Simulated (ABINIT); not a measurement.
**CdS (Greenockite): G0W0 with ABINIT, start to end**

How does a plane-wave GW calculation on CdS (Greenockite) run from the first input to the gap?

Method: PBE and many-body steps on it, plane waves, in ABINIT 10.8.3.

The database entry behind the starting cell differs from later determinations by our own check (about 0.35 % long), so it need not match the best structure at ambient conditions.

## Step 1: Starting point

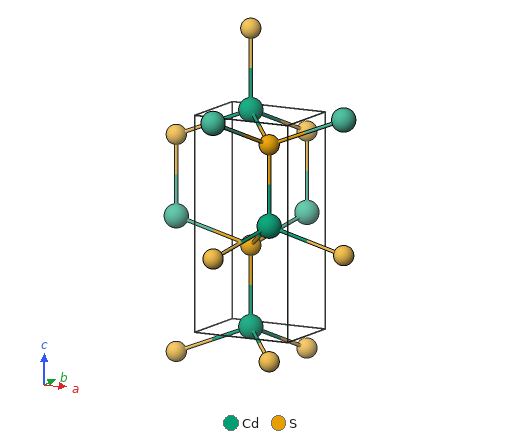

Start, viewed slightly off an axis; cadmium teal, sulfur orange. Some periodic images of atoms are drawn too.

As a file:

```cif
data_structure
_symmetry_space_group_name_H-M 'P 1'
_symmetry_Int_Tables_number 1
_cell_length_a 4.1500
_cell_length_b 4.1500
_cell_length_c 6.7370
_cell_angle_alpha 90.000
_cell_angle_beta 90.000
_cell_angle_gamma 120.000
_cell_volume 100.48
loop_
_atom_site_label
_atom_site_type_symbol
_atom_site_fract_x
_atom_site_fract_y
_atom_site_fract_z
_atom_site_occupancy
Cd1 Cd 0.33333 0.66667 0.00000 1
Cd2 Cd 0.66667 0.33333 0.50000 1
S3 S 0.33333 0.66667 0.37500 1
S4 S 0.66667 0.33333 0.87500 1
```

The cell and positions come from the Crystallography Open Database and are kept as given unless a step says otherwise.

## Step 2: Ground state

This step: ABINIT 10.8.3; DFT, PBE, plane waves, norm-conserving pseudopotentials.

The ground-state density comes first.

File run.abi:

```
acell 3*1.0 Angstrom
rprim 
  4.149999999997 0.000000000001 0.000000000000
  -2.074999999999 3.594005425702 0.000000000000
  0.000000000000 0.000000000000 6.737000000000
ntypat 2
znucl 48 16
natom 4
typat 1 1 2 2
xred 
  0.333333333333 0.666666666667 0.000000000000
  0.666666666667 0.333333333333 0.500000000000
  0.333333333333 0.666666666667 0.375000000000
  0.666666666667 0.333333333333 0.875000000000
pp_dirpath "pseudos"
pseudos "Cd.upf, S.upf"
ecut 47
ngkpt 6 6 4
nshiftk 1
shiftk 0 0 0
kptopt 1
chksymbreak 0
nband 32
occopt 1
tolvrs 1e-10
nstep 60
prtwf 0
optforces 0
optstress 0
indata_prefix "in"
outdata_prefix "out"
tmpdata_prefix "tmp"
```

Started as:

```console
> OMP_NUM_THREADS=1 mpirun -n 8 abinit run.abi > log
```

Numbers of over 12 decimals in the logs are rounded to 6 here.

Output:

```text
.Version 10.8.3 of ABINIT. v10.8.2 released Aug 2026.

 Symmetries : space group P6_3 m c (#186); Bravais hP (primitive hexag.)
================================================================================
 Values of the parameters that define the memory need of the present run
     intxc =       0    ionmov =       0      iscf =       7    lmnmax =       6
     lnmax =       6     mgfft =      80  mpssoang =       3    mqgrid =    3929
     natom =       4  nloc_mem =       1    nspden =       1   nspinor =       1
    nsppol =       1      nsym =      12    n1xccc =    2501    ntypat =       2
    occopt =       1   xclevel =       2
-    mband =          32        mffmem =           1         mkmem =           3
       mpw =       10458          nfft =      200000          nkpt =          21
================================================================================
  Rough estimation (10% accuracy) of disk space for files :
================================================================================

--------------------------------------------------------------------------------
------------- Echo of variables that govern the present computation ------------
--------------------------------------------------------------------------------
 -outvars: echo values of preprocessed input variables --------
            acell      1.8897261259E+00  1.8897261259E+00  1.8897261259E+00 Bohr

      chksymbreak           0
             ecut      4.70000000E+01 Hartree
-          fftalg         312

              ixc     -101130
              kpt      0.00000000E+00  0.00000000E+00  0.00000000E+00
                       1.66666667E-01  0.00000000E+00  0.00000000E+00
                       3.33333333E-01  0.00000000E+00  0.00000000E+00
                       5.00000000E-01  0.00000000E+00  0.00000000E+00
                       1.66666667E-01  1.66666667E-01  0.00000000E+00
                       3.33333333E-01  1.66666667E-01  0.00000000E+00
                       3.33333333E-01  3.33333333E-01  0.00000000E+00
                       0.00000000E+00  0.00000000E+00  2.50000000E-01
                       1.66666667E-01  0.00000000E+00  2.50000000E-01
   [... 10 further rows ...]
                       3.33333333E-01  1.66666667E-01  5.00000000E-01
                       3.33333333E-01  3.33333333E-01  5.00000000E-01
         kptrlatt        6    0    0      0    6    0      0    0    4
          kptrlen      4.70541805E+01
P           mkmem           3
            natom           4
            nband          32
            ngfft          50      50      80
             nkpt          21
            nstep          60
             nsym          12
           ntypat           2
              occ      2.000000  2.000000  2.000000  2.000000  2.000000  2.000000
                       2.000000  2.000000  2.000000  2.000000  2.000000  2.000000
                       2.000000  2.000000  2.000000  2.000000  2.000000  2.000000
                       2.000000  2.000000  2.000000  2.000000  2.000000  2.000000
                       2.000000  2.000000  0.000000  0.000000  0.000000  0.000000
                       0.000000  0.000000
        optforces           0
        optstress           0
            prtwf           0
            rprim      4.1500000000E+00  1.0000000000E-12  0.0000000000E+00
[...]
spgroup         186

           tolvrs      1.00000000E-10

             xred      3.3333333333E-01  6.6666666667E-01  0.0000000000E+00
[...]
znucl       48.00000   16.00000

================================================================================

 chkinp: Checking input parameters for consistency.

================================================================================
== DATASET  1 ==================================================================
-   mpi_nproc: 8, omp_nthreads: 1 (-1 if OMP is not activated)

--- !DatasetInfo
iteration_state: {dtset: 1, }
dimensions: {natom: 4, nkpt: 21, mband: 32, nsppol: 1, nspinor: 1, nspden: 1, mpw: 10458, }
cutoff_energies: {ecut:  47.0, pawecutdg:  -1.0, }
electrons: {nelect:   5.20000000E+01, charge:   0.00000000E+00, occopt:   1.00000000E+00, tsmear:   1.00000000E-02, }

 Real(R)+Recip(G) space primitive vectors, cartesian coordinates (Bohr,Bohr^-1):
 R(1)=  7.8423634  0.0000000  0.0000000  G(1)=  0.1275126  0.0736194  0.0000000
 R(2)= -3.9211817  6.7916859  0.0000000  G(2)=  0.0000000  0.1472388  0.0000000
 R(3)=  0.0000000  0.0000000 12.7310849  G(3)=  0.0000000  0.0000000  0.0785479
 Unit cell volume ucvol=  6.7809411E+02 bohr^3
 Angles (23,13,12)=  9.00000000E+01  9.00000000E+01  1.20000000E+02 degrees

 getcut: wavevector=  0.0000  0.0000  0.0000  ngfft=  50  50  80
         ecut(hartree)=     47.000   => boxcut(ratio)=   2.03615

--- Pseudopotential description ------------------------------------------------
- Cd Generated using ONCVPSP code by D. R. Hamann
- 48.00000  20.00000  171031                  znucl, zion, pspdat
12 -101130 2 -1 1368                          pspcod,pspxc,lmax,lloc,mmax
     nproj     2     2     2
  pspatm : epsatm=   23.16453630
         --- l  ekb(1:nproj) -->
[...]
pspatm: atomic psp has been read  and splines computed

- S Generated using ONCVPSP code by D. R. Hamann
- 16.00000   6.00000  171031                  znucl, zion, pspdat
12 -101130 2 -1 1146                          pspcod,pspxc,lmax,lloc,mmax
     nproj     2     2     2
  pspatm : epsatm=    9.01821529
         --- l  ekb(1:nproj) -->
[...]
pspatm: atomic psp has been read  and splines computed

   3.34700617E+03                                ecore*ucvol(ha*bohr**3)
--------------------------------------------------------------------------------

_setup2: Arith. and geom. avg. npw (full set) are   10434.757   10434.748

================================================================================

--- !BeginCycle
iteration_state: {dtset: 1, }
solver: {iscf: 7, nstep: 60, nline: 4, wfoptalg: 0, }
tolerances: {tolvrs: 1.00E-10, }

     iter   Etot(hartree)      deltaE(h)  residm     vres2
 ETOT  1  -367.00672206930    -3.670E+02 2.126E+00 1.464E+04
 ETOT  2  -369.66119492339    -2.654E+00 5.427E-02 2.403E+04
 ETOT  3  -372.44353933053    -2.782E+00 1.837E-02 3.231E+03
 ETOT  4  -372.69519945997    -2.517E-01 1.144E-01 1.192E+03
 ETOT  5  -372.81175775204    -1.166E-01 1.567E-02 1.979E+02
 ETOT  6  -372.83597515730    -2.422E-02 1.747E-02 2.718E-01
 ETOT  7  -372.83534644492     6.287E-04 5.357E-03 5.514E+00
 ETOT  8  -372.83604443619    -6.980E-04 1.155E-03 9.435E-02
 ETOT  9  -372.83605380161    -9.365E-06 2.333E-03 2.494E-02
 ETOT 10  -372.83605709518    -3.294E-06 7.576E-04 8.469E-06
 ETOT 11  -372.83605710107    -5.888E-09 1.517E-03 1.143E-06
 ETOT 12  -372.83605710125    -1.794E-10 5.026E-04 2.362E-07
 ETOT 13  -372.83605710130    -5.082E-11 1.929E-03 8.501E-09
 ETOT 14  -372.83605710129     8.981E-12 3.155E-04 1.029E-09
 ETOT 15  -372.83605710129     3.297E-12 1.884E-03 3.324E-11

 At SCF step   15       vres2   =  3.32E-11 < tolvrs=  1.00E-10 =>converged.

--- !ResultsGS
iteration_state: {dtset: 1, }
comment   : Summary of ground state results
lattice_vectors:
- [  7.8423634,   0.0000000,   0.0000000, ]
- [ -3.9211817,   6.7916859,   0.0000000, ]
- [  0.0000000,   0.0000000,  12.7310849, ]
lattice_lengths: [   7.84236,    7.84236,   12.73108, ]
lattice_angles: [ 90.000,  90.000, 120.000, ] # degrees, (23, 13, 12)
lattice_volume:   6.7809411E+02
convergence: {deltae:  3.297E-12, res2:  3.324E-11, residm:  1.884E-03, diffor:  0.000E+00, }
etotal    :  -3.72836057E+02
entropy   :   0.00000000E+00
fermie    :   1.55019630E-01
cartesian_stress_tensor: null
pressure_GPa: null
xred      :
- [  3.3333E-01,   6.6667E-01,   0.0000E+00, Cd]
- [  6.6667E-01,   3.3333E-01,   5.0000E-01, Cd]
- [  3.3333E-01,   6.6667E-01,   3.7500E-01,  S]
- [  6.6667E-01,   3.3333E-01,   8.7500E-01,  S]
cartesian_forces: null
force_length_stats: {min: null, max: null, mean: null, }

 Integrated electronic density in atomic spheres:
 ------------------------------------------------
 Atom  Sphere_radius  Integrated_density
[...]
4        2.00000          3.90944954
================================================================================

 ----iterations are completed or convergence reached----

 Mean square residual over all n,k,spin=   32.912E-07; max=  18.843E-04
 reduced coordinates (array xred) for    4 atoms
       0.333333333333      0.666666666667      0.000000000000
       0.666666666667      0.333333333333      0.500000000000
       0.333333333333      0.666666666667      0.375000000000
       0.666666666667      0.333333333333      0.875000000000
 rms dE/dt=  0.0000E+00; max dE/dt=  0.0000E+00; dE/dt below (all hartree)
    1       0.000000000000      0.000000000000      0.000000000000
    2       0.000000000000      0.000000000000      0.000000000000
    3       0.000000000000      0.000000000000      0.000000000000
    4       0.000000000000      0.000000000000      0.000000000000

 cartesian coordinates (angstrom) at end:
    1     -3.3e-13     2.396004     0.000000
    2      2.075000     1.198002     3.368500
    3     -3.3e-13     2.396004     2.526375
    4      2.075000     1.198002     5.894875
 length scales=  1.889726125908  1.889726125908  1.889726125908 bohr
              =  1.000000000000  1.000000000000  1.000000000000 angstroms
 prteigrs : about to open file out_EIG
 Fermi (or HOMO) energy (hartree) =   0.15502   Average Vxc (hartree)=  -0.34146
 Eigenvalues (hartree) for nkpt=  21  k points:
 kpt#   1, nband= 32, wtk=  0.00694, kpt=  0.0000  0.0000  0.0000 (reduced coord)
  -3.56875   -3.56875   -2.13789   -2.13789   -2.13788   -2.13788   -2.13788   -2.13785
  -0.29668   -0.28101   -0.12673   -0.12592   -0.12592   -0.12278   -0.12278   -0.11132
  -0.11132   -0.10804   -0.10804   -0.09574   -0.00392    0.12729    0.12729    0.15345
   0.15502    0.15502    0.19896    0.25762    0.39260    0.39260    0.40463    0.43301
 prteigrs : prtvol=0 or 1, do not print more k-points.

--- !EnergyTerms
iteration_state     : {dtset: 1, }
comment             : Components of total free energy in Hartree
kinetic             :  1.30776732290648E+02
hartree             :  1.31088078219466E+02
xc                  : -5.48388534916571E+01
Ewald energy        : -1.97799265838709E+02
psp_core            :  4.93590210809704E+00
local_psp           : -3.98489179354723E+02
non_local_psp       :  1.14905289655921E+01
total_energy        : -3.72836057101286E+02
total_energy_eV     : -1.01453859562117E+04
band_energy         : -4.23433192919392E+01

== END DATASET(S) ==============================================================
================================================================================

 -outvars: echo values of variables after computation  --------
           etotal     -3.7283605710E+02
            nband          32
             nkpt          21
          spgroup         186
 [... the other variables as echoed above ...]

 Calculation completed.
```

Wall time 59 s (8 MPI ranks of Arm Neoverse V1, shared host); peak memory 0.96 GiB.

Numbers from this step:

```yaml
total_energy: -10145.3860 eV
gap: 1.196 eV
k_of_the_valence_top: 0, 0, 0
k_of_the_conduction_bottom: 0, 0, 0
least_direct_gap: 1.196 eV
```

The gap is direct, at Γ.

(Part 1 of 3 ends here.)

[Paths, hosts, dates, memory and timing lines, banners, echoed tables and standing remarks are left out of the program output.]

[Logs are printed without paths, hosts, clocks, repeated set-up lines and the standing remarks that a program may print on its own settings, such as how far it seeks lower states.]

[Runs of the session that timed out or met a known fault of the program may be left out.]

[Hosts, paths, dates, database ids (printed as entryN), source tags and the programs' standing remarks are cut or masked in the printed files.]

[G0W0 gaps are taken among the corrected bands and points alone; a level outside them can change the order at an edge.]

[Where Ansatz stands beside ABINIT at settings called matched, ABINIT's density can come from a denser mesh and the files from another edition; pairs whose starting gaps differed by over 0.03 eV were left out, so agreement reads better than it is.]
